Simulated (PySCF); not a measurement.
System: C4H8NS (SMILES [CH2]CNC(C)=S) (doublet).

```yaml
atoms:
  - { symbol: C, position_ang: [2.3050, -0.4283, 0.5535] }
  - { symbol: C, position_ang: [0.8541, -0.5576, 0.3988] }
  - { symbol: N, position_ang: [0.3022, 0.6388, -0.2725] }
  - { symbol: C, position_ang: [-0.9750, 0.8655, -0.5731] }
  - { symbol: C, position_ang: [-1.9842, -0.1713, -0.2115] }
  - { symbol: S, position_ang: [-1.3914, 2.2713, -1.3273] }
  - { symbol: H, position_ang: [2.7142, 0.1064, 1.3876] }
  - { symbol: H, position_ang: [2.9608, -0.7017, -0.2492] }
  - { symbol: H, position_ang: [0.5965, -1.4289, -0.2145] }
  - { symbol: H, position_ang: [0.3580, -0.6488, 1.3720] }
  - { symbol: H, position_ang: [0.9684, 1.3569, -0.5277] }
  - { symbol: H, position_ang: [-1.9826, -0.3454, 0.8645] }
  - { symbol: H, position_ang: [-2.9728, 0.1579, -0.5176] }
  - { symbol: H, position_ang: [-1.7537, -1.1153, -0.7052] }
```

Geometry: GFN2-xTB.

Level of theory: PySCF 2.14.0, density-fitted response routines, UKS B3LYP, pcH-1 on C H N S, non-relativistic, mean-field spin-orbit, GIAO.

What can the converged electron density, electron localisation function and spin density tell about the bonding?

C–N (1.33 Å): the density is about 2.4 e/Å³ at the midpoint; the ELF peaks at about 0.95 between the atoms; localised, covalent bonding.
C–C (1.46 Å): ρ is about 1.8 e/Å³ halfway; the ELF peaks at about 0.95 between the atoms: a shared electron pair.
C–S (1.65 Å): ρ is about 1.6 e/Å³ halfway; the ELF peaks at about 0.90 between the atoms, as expected for a covalent bond.
N–H (1.01 Å): ρ is about 2.9 e/Å³ halfway; the ELF climbs to about 1 towards the hydrogen, as it does in any bond to H (a covalent bond by its length).
The unpaired spin (1 electron) lies mostly on C1 (about 0.7), in electrons by Hirshfeld's partition.

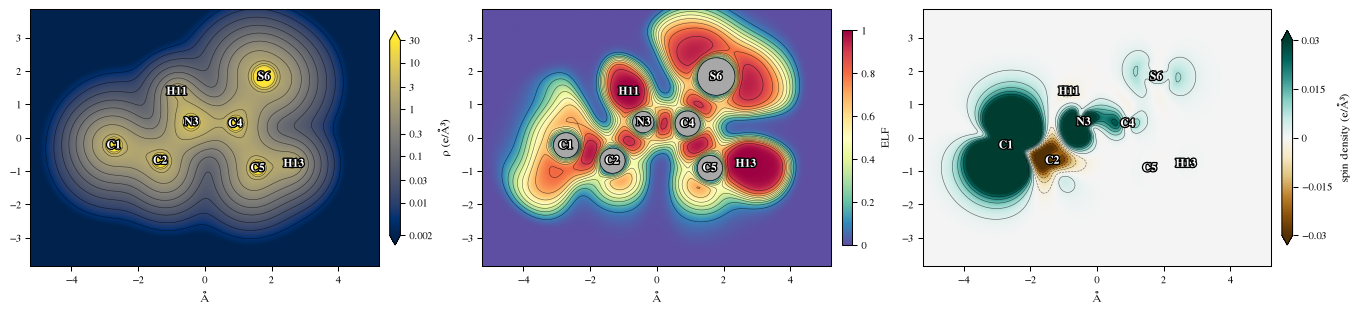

Computed electron density, electron localisation function and spin density on the plane of atoms C4, N3 and H11, in this order. Grey discs cover the atomic cores in the ELF map. 
